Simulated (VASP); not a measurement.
Band structure of Pt (fcc). All values below come from PW91 GGA, VASP's PBE PAW potentials (set 64) (plane waves; VASP).

Unless said otherwise, spin-orbit coupling is left out, though it shifts the bands of the heavy elements here.

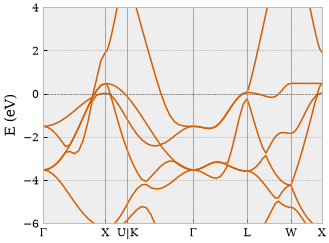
Bands along high-symmetry lines, zero at the valence-band maximum or, without a gap, the Fermi level

Question: Read the plot: is there a gap, and where are the band edges?

Answer: It has no gap at this level: it comes out as a metal or semimetal. (Edges off the drawn lines would not show.)

The compound is Pt in the fcc structure. It was relaxed first.
